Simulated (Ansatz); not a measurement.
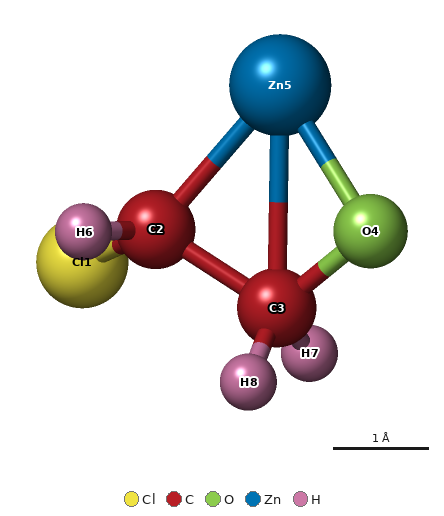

**Figure 1.** The structure as given in the input (ball-and-stick view, seen at a tilt; atoms are numbered from 1 in the order of the input). Sticks mark near contacts. Bond lengths as drawn: C–C 1.55 Å, C–Cl 1.75 Å, C–H 1.09 to 1.10 Å, C–O 1.40 Å, C–Zn 2.04 to 2.34 Å and O–Zn 1.89 Å.

**Single-point calculation, with input and output: C2H3ClOZn**

- system: C2H3ClOZn
- method: RHF/def2-TZVP (Ansatz 0.2.0)

Some settings of this run were made unusual or wrong on purpose. The geometry comes from this level: PBE0-D4/def2-TZVP.

### Input file
```yaml
crystal:
  periodic: [false, false, false]
  atoms:
    - {symbol: Cl, position_ang: [-1.832948, 0.468236, 1.227180]}
    - {symbol: C, position_ang: [-0.296711, 0.631288, 0.412183]}
    - {symbol: C, position_ang: [0.323317, -0.671873, -0.161460]}
    - {symbol: O, position_ang: [0.886443, -0.452011, -1.425580]}
    - {symbol: Zn, position_ang: [-0.015764, 1.201461, -1.525649]}
    - {symbol: H, position_ang: [0.373732, 1.194963, 1.058992]}
    - {symbol: H, position_ang: [-0.459884, -1.440930, -0.179806]}
    - {symbol: H, position_ang: [1.113913, -0.988234, 0.538240]}
basis:
  gaussian: {orbitals: def2-TZVP}
hamiltonian: {xc: {name: HF}}
correlation: {active_space: {window: {electrons: 2, orbitals: 1}}}
```

Launched with:
```bash
ansatz run in.yaml --threads 4 --pin off --events-out ev --progress --plain --max-ram 10444MiB
```

### The program's output
```
Functional definition: HF
  name "HF"
  cite "Fock, Z. Phys. 61, 126 (1930) doi:10.1007/BF01340294"
  parent pbe
  exchange = exact_x
  correlation = 0
1378 factors; integrals over basis functions are off by at most 1.1e-3 eV
mean field evaluation 1: about -65020.6347 eV, gradient 4.2e1 eV
mean field evaluation 2: about -65021.0090 eV, gradient 4.3e1 eV
mean field evaluation 4: about -65024.9868 eV, gradient 5.2e0 eV
mean field evaluation 8: about -65025.0914 eV, gradient 8.5e-1 eV
mean field evaluation 16: about -65025.0942 eV, gradient 8.7e-6 eV
mean field -65025.09422706 eV, -2389.6281372526 hartree, gradient 8.7e-6 eV, S^2 0.000000; 0 other end points of the search recorded, 0 dependent functions left out
reference -65025.09422706 eV, -2389.6281372526 hartree; 35, 35 occupied and 161, 161 virtual orbitals, 1378 factors
state -65025.09422706 eV, -2389.6281372526 hartree
Total energy: -65025.09422706 eV, -2389.6281372526 hartree
```

### Outcome

| quantity | value |
| --- | --- |
| outcome | converged |
| total energy | −65025.0942 eV |
| SCF solution under orbital rotations | stable |
| hardware | 4 threads of AMD EPYC, 15 GiB of memory available, shared host |
| wall time | 2 s (CPU time 7.2 s) |
| peak memory | 0.55 GiB |

### Diagnosis

A setting was made wrong on purpose: the active space doesn't fit the electrons and spin. The program still converged, but the numbers can't be taken as results for the intended system.
